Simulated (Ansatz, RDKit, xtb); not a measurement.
# C5H4F2: which of the isomers drawn lies lowest?

Which of a sample of isomers of C5H4F2 is the most stable in the gas at 298.15 K, and what are its properties? The sample is small against all isomers, and the most stable one of this formula need not be in it.

Plan: many cheap relaxations first (GFN2-xTB), then density-functional screening, relaxation at PBE-D3(BJ)/def2-SVP, vibrations (at GFN2-xTB) and a final energy. The numbers are computed, not measured.

**1. Drawing up candidates**

Isomers were taken from a list of plausible structures; this is a sample, not all of them. That gives 6 candidates.

| label | SMILES | spin |
| --- | --- | --- |
| c104 | FC1=C[C@@H](F)C=C1 | singlet |
| c133 | FC1=CC=C[C@@H]1F | singlet |
| c173 | FC1=CCC(F)=C1 | singlet |
| c262 | FC1=CCC=C1F | singlet |
| c550 | FC1=C(F)CC=C1 | singlet |
| c573 | FC1(F)C=CC=C1 | singlet |

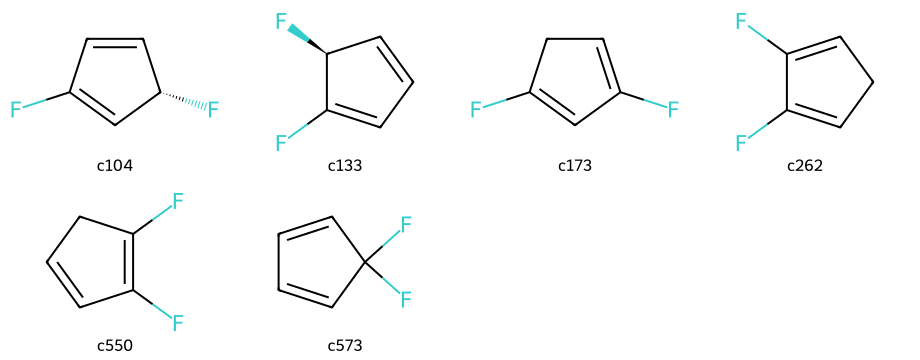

Structural formulas of the candidates.

Candidates are built by distance geometry, with a force field where one applies, in up to four conformers (letters a to d).

**2. First filter: tight binding**

All 6 starts are relaxed the same way. One of them, c173a (taken from a list of positional isomers, embedded by distance geometry and MMFF94), in full:

start.xyz

```xyz
11
c173a
C     -1.071084    -1.222918     0.991441
C     -2.201408    -0.993137     0.432634
C     -1.985646    -0.092540    -0.774042
C     -0.540021     0.120378    -0.741303
C     -0.001434    -0.571285     0.342545
F     -0.895503    -1.947870     2.108473
F      0.194461     0.837167    -1.606804
H     -3.214064    -1.383098     0.734186
H     -2.568919     0.826414    -0.699098
H     -2.296332    -0.632528    -1.714141
H      1.009987    -0.590709     0.632418
```

The run is started by

```sh
$ xtb start.xyz --gfn 2 --opt
```

Standard output, cut to the lines that bear on the results:

```text
* xtb version 6.7.1
[...]
          :  # basis functions                  32          :
[...]
          :  # electrons                        38          :
[...]
          :  Hamiltonian                  GFN2-xTB          :
[...]
          :  net charge                          0          :
          :  unpaired electrons                  0          :
[...]
   *** convergence criteria satisfied after 11 iterations ***
[...]
   *** GEOMETRY OPTIMIZATION CONVERGED AFTER 6 ITERATIONS ***
[...]
   *** convergence criteria satisfied after 3 iterations ***
[...]
         ::                     SUMMARY                     ::
         :::::::::::::::::::::::::::::::::::::::::::::::::::::
         :: total energy             -22.170327220730 Eh    ::
         :: gradient norm              0.000754795066 Eh/a0 ::
         :: HOMO-LUMO gap              3.689386920920 eV    ::
         ::.................................................::
         :: SCC energy               -22.414624215288 Eh    ::
         :: -> isotropic ES            0.022184181394 Eh    ::
         :: -> anisotropic ES          0.000014210588 Eh    ::
         :: -> anisotropic XC         -0.000733836394 Eh    ::
         :: -> dispersion             -0.006574574695 Eh    ::
         :: repulsion energy           0.244296994558 Eh    ::
         :: add. restraining           0.000000000000 Eh    ::
         :: total charge               0.000000000000 e     ::
         :::::::::::::::::::::::::::::::::::::::::::::::::::::
[...]
        19        2.0000           -0.3999110             -10.8821 (HOMO)
        20                         -0.2643285              -7.1927 (LUMO)
[...]
     #   Z          covCN         q      C6AA      α(0)
     1   6          2.913     0.165    24.450     8.108
     2   6          2.978    -0.081    30.021     8.988
     3   6          3.892    -0.079    21.944     6.659
     4   6          2.899     0.161    24.523     8.120
     5   6          2.968    -0.081    30.022     8.987
     6   9          0.785    -0.210    11.341     3.978
     7   9          0.785    -0.203    11.265     3.965
     8   1          0.926     0.065     2.144     2.290
     9   1          0.924     0.094     1.840     2.121
    10   1          0.924     0.094     1.839     2.121
    11   1          0.926     0.075     2.030     2.228
[...]
     #   Z sym  total        # sym  WBO       # sym  WBO       # sym  WBO
 ---------------------------------------------------------------------------
     1   6      3.887 --     2      1.724     5      1.115     6      0.973
     2   6      3.977 --     1      1.724     3      1.040     8      0.970
                             4      0.110
     3   6      3.997 --     2      1.040     4      1.024     9      0.928
                            10      0.927
     4   6      3.885 --     5      1.721     3      1.024     7      0.981
                             2      0.110
     5   6      3.981 --     4      1.721     1      1.115    11      0.967
     6   9      1.111 --     1      0.973
     7   9      1.127 --     4      0.981
     8   1      0.996 --     2      0.970
     9   1      0.991 --     3      0.928
    10   1      0.991 --     3      0.927
[...]
molecular dipole:
                 x           y           z       tot (Debye)
 q only:       -0.651       0.150      -0.374
   full:       -0.683       0.176      -0.420       2.087
molecular quadrupole (traceless):
[...]
          | TOTAL ENERGY              -22.170327220730 Eh   |
          | GRADIENT NORM               0.000754795066 Eh/α |
          | HOMO-LUMO GAP               3.689386920920 eV   |
           -------------------------------------------------
[...]
```

Wall time 0.055 s (2 threads of Arm Neoverse V1, shared host).

**3. The minima found**

6 of the 6 relaxations converged. 6 distinct structures remain:

```csv
label,start,SMILES after,spin,energy (kcal/mol)
c173a,drawn,FC1=CCC(F)=C1,singlet,0.0
c262a,drawn,FC1=CCC=C1F,singlet,2.9
c550a,drawn,FC1=C(F)CC=C1,singlet,3.4
c104a,drawn,FC1=C[C@@H](F)C=C1,singlet,8.1
c573a,drawn,FC1(F)C=CC=C1,singlet,9.7
c133a,drawn,FC1=CC=C[C@@H]1F,singlet,10.0
```

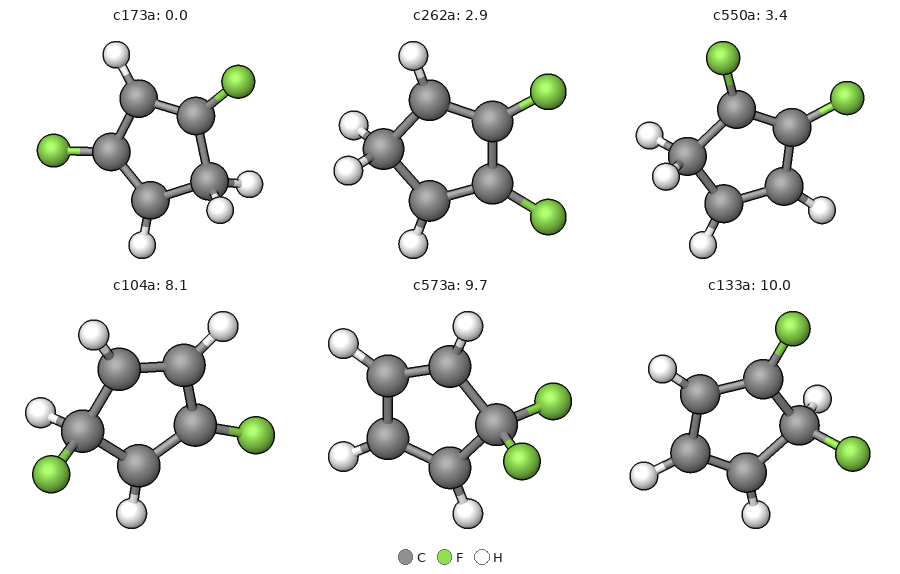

The 6 lowest minima that did not fall apart, with their GFN2-xTB energies in kcal/mol.

**4. Screening with a density functional**

A choice of the minima (the low ones first, few conformers of a pattern, up to a cap) and the lowest that fell apart get a single point at r2SCAN-D4/def2-SVP on the tight-binding geometry, and one at HF/STO-3G for comparison. The lowest singlets are also tried as triplets at the same geometry (label ending in t). The first, c173a:

input.yaml

```yaml
crystal:
  periodic: [false, false, false]
  atoms:
    - {symbol: C, position_ang: [-1.071874, -1.217925, 1.017193]}
    - {symbol: C, position_ang: [-2.245404, -0.993096, 0.411097]}
    - {symbol: C, position_ang: [-1.997504, -0.119856, -0.774839]}
    - {symbol: C, position_ang: [-0.521285, 0.084410, -0.702926]}
    - {symbol: C, position_ang: [0.022796, -0.554970, 0.339564]}
    - {symbol: F, position_ang: [-0.879002, -1.956148, 2.114619]}
    - {symbol: F, position_ang: [0.111797, 0.831445, -1.611809]}
    - {symbol: H, position_ang: [-3.210439, -1.360839, 0.698951]}
    - {symbol: H, position_ang: [-2.538697, 0.826619, -0.715131]}
    - {symbol: H, position_ang: [-2.291431, -0.599007, -1.711248]}
    - {symbol: H, position_ang: [1.051080, -0.590757, 0.640837]}
basis:
  gaussian:
    orbitals: def2-SVP
hamiltonian:
  xc: {name: r2SCAN}
  dispersion: d4
scf:
  lower_state_search: off
output: {orbitals: {seedname: orbitals}}
```

The run is started by

```sh
$ ansatz run input.yaml --threads 2 --pin off --max-ram 5220MiB --events-out events.jsonl --progress --plain --runs-dir runs
```

Standard output, cut to the lines that bear on the results:

```text
Warning: RAYON_NUM_THREADS=2 ignored (pool sized by the plan → 2); use --threads N
Functional definition: r2SCAN
  name "r2SCAN"
[...]
1318 factors; their error is unknown
[...]
mean field -10668.99916380 eV, -392.0784875622 hartree, gradient 9.5e-7 eV, S^2 0.000000; 0 other end points of the search recorded, 0 dependent functions left out
reference -10668.99917135 eV, -392.0784878396 hartree; 26, 26 occupied and 92, 92 virtual orbitals, 1318 factors
Total energy: -10669.06008462 eV, -392.0807263613 hartree
Checks for a lower state left out: stability, starts, cluster_reference, orbital_swaps, neighbouring_geometries, increment
```

Run time: 3.3 s. Hardware: 2 threads of Arm Neoverse V1, shared host; peak memory 0.14 GiB.

Relative energies in kcal/mol, each column from its lowest structure that stays in one piece:

```
 label              SMILES     spin  GFN2-xTB  HF/STO-3G  r2SCAN-D4/def2-SVP
 c173a       FC1=CCC(F)=C1  singlet       0.0        0.0                 0.0
 c262a         FC1=CCC=C1F  singlet       2.9        2.3                 2.0
 c573a       FC1(F)C=CC=C1  singlet       9.7        8.8                 3.4
 c550a       FC1=C(F)CC=C1  singlet       3.4        3.1                 5.1
 c104a  FC1=C[C@@H](F)C=C1  singlet       8.1       10.1                 8.1
 c133a    FC1=CC=C[C@@H]1F  singlet      10.0       10.5                10.9
c573at       FC1(F)C=CC=C1  triplet         –          –                57.2
c173at       FC1=CCC(F)=C1  triplet         –          –                69.7
c262at         FC1=CCC=C1F  triplet         –          –                73.3
```

**5. Refinement at PBE-D3(BJ)/def2-SVP**

6 candidates are relaxed at PBE-D3(BJ)/def2-SVP (chosen among the lowest in one piece). The first, c173a:

input.yaml: that of step 4 with these lines changed.

```diff
@@ -18,6 +18,7 @@
 hamiltonian:
-  xc: {name: r2SCAN}
-  dispersion: d4
+  xc: {name: PBE}
+  dispersion: d3bj
 scf:
   lower_state_search: off
-output: {orbitals: {seedname: orbitals}}
+relax:
+  f_tol: 0.006
```

The run is started by

```sh
$ ansatz run input.yaml --threads 2 --pin off --max-ram 5220MiB --events-out events.jsonl --progress --plain --runs-dir runs
```

Standard output, cut to the lines that bear on the results:

```text
Warning: RAYON_NUM_THREADS=2 ignored (pool sized by the plan → 2); use --threads N
[...]
Functional definition: PBE
  name "PBE"
[...]
1318 factors; their error is unknown
[...]
mean field -10662.74037607 eV, -391.8484813555 hartree, gradient 2.4e-6 eV, S^2 0.000000; 0 other end points of the search recorded, 0 dependent functions left out
[...]
reference -10662.74040302 eV, -391.8484823458 hartree; 26, 26 occupied and 92, 92 virtual orbitals, 1318 factors
relax step   1: F+E_penalty+E_count = -10662.98559377 eV  Δ(F+E_penalty+E_count) = +0.000e0 eV  max|allowed force component| = 9.739e-1 eV/Å  Δτ_max = 0.0000 Å  (21 SCF iters, accepted)
[...]
relax step   4: F+E_penalty+E_count = -10663.06288699 eV  Δ(F+E_penalty+E_count) = -6.428e-5 eV  max|allowed force component| = 1.714e-2 eV/Å  Δτ_max = 0.0020 Å  (23 SCF iters, accepted)
[...]
Atom 2 at    -2.000225    -0.120869    -0.774595 Å, force     0.000452    -0.000458     0.000953 eV/Å
Atom 3 at    -0.514460     0.090276    -0.711535 Å, force    -0.002264    -0.002643     0.003664 eV/Å
Atom 4 at     0.039379    -0.556416     0.346250 Å, force     0.003981     0.004922    -0.005700 eV/Å
Atom 5 at    -0.867828    -1.959129     2.123754 Å, force    -0.001051    -0.000216     0.000205 eV/Å
Atom 6 at     0.112693     0.836809    -1.622099 Å, force     0.001131     0.000155    -0.000061 eV/Å
Atom 7 at    -3.251772    -1.384561     0.720334 Å, force    -0.000856    -0.000587     0.000663 eV/Å
Atom 8 at    -2.540460     0.851587    -0.727585 Å, force    -0.000079     0.000880     0.000214 eV/Å
Atom 9 at    -2.292313    -0.592103    -1.740175 Å, force    -0.000013    -0.000644    -0.000832 eV/Å
Atom 10 at     1.092047    -0.587757     0.649120 Å, force     0.000093    -0.000612     0.000580 eV/Å
Dipole moment:    -0.166571     0.088429    -0.166880 e Å
Checks for a lower state left out: stability, starts, cluster_reference, orbital_swaps, neighbouring_geometries, increment
```

Wall time 8.4 s (2 threads of Arm Neoverse V1, shared host); peak memory 0.14 GiB.

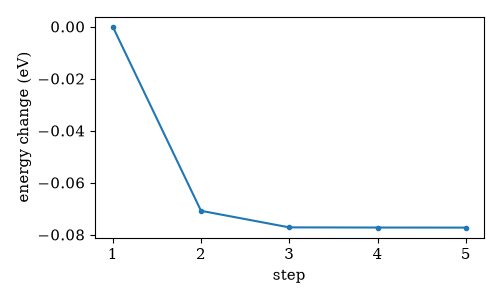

Energy along the run, all evaluated steps.

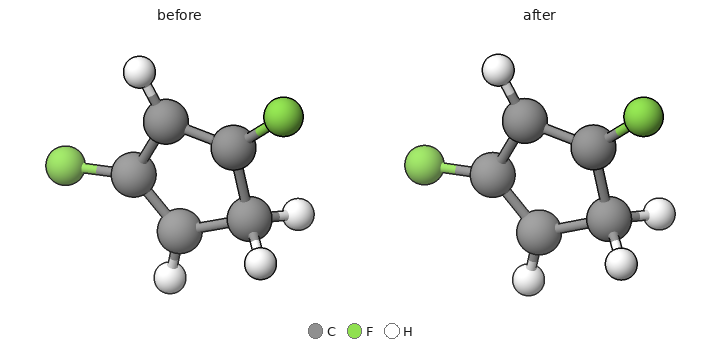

Before and after, at one scale.

After the run. Bond lengths: C1–C2 1.360 Å, C2–C3 1.507 Å, C3–C4 1.502 Å, C1–C5 1.467 Å, C4–C5 1.358 Å, C1–F6 1.337 Å, C4–F7 1.334 Å, C2–H8 1.095 Å, C3–H9 1.113 Å, C3–H10 1.113 Å, C5–H11 1.096 Å. Some angles: C1–C2–C3 107.0°, C2–C1–C5 112.7°, C2–C1–F6 126.5°, C5–C1–F6 120.8°, C2–C3–C4 103.1°, C3–C4–C5 111.7°, C3–C4–F7 121.0°, C5–C4–F7 127.3°, C1–C5–C4 105.5°, C1–C2–H8 127.3°.

**6. After refinement**

```
label     spin  r2SCAN-D4/def2-SVP (kcal/mol)  PBE-D3(BJ)/def2-SVP, relaxed (kcal/mol)   time
c173a  singlet                            0.0                                      0.0  8.4 s
c262a  singlet                            2.0                                      1.7  9.9 s
c550a  singlet                            5.1                                      4.7   12 s
c573a  singlet                            3.4                                      4.9   10 s
c104a  singlet                            8.1                                      8.5   13 s
c133a  singlet                           10.9                                     10.8   14 s
```

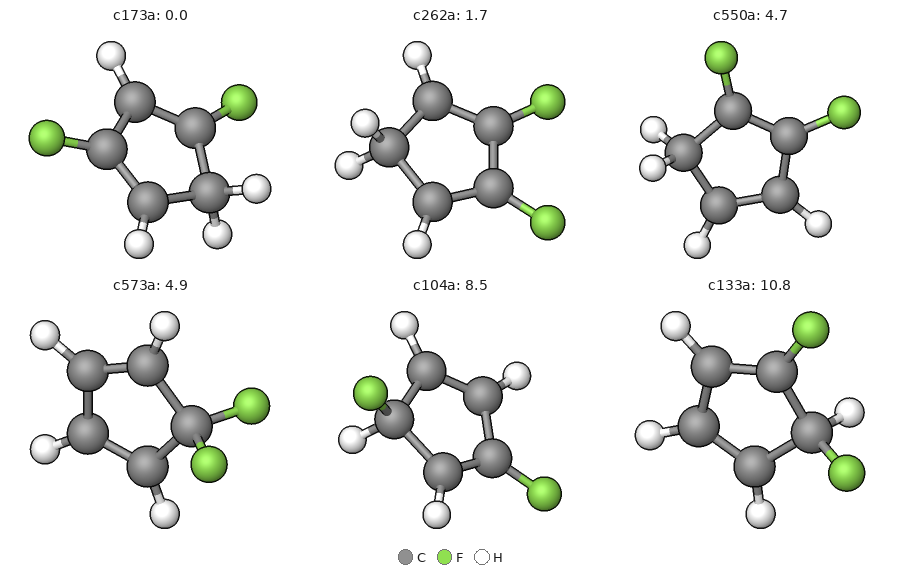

The relaxed structures, with energies at PBE-D3(BJ)/def2-SVP in kcal/mol.

[end of part 1 of 2]
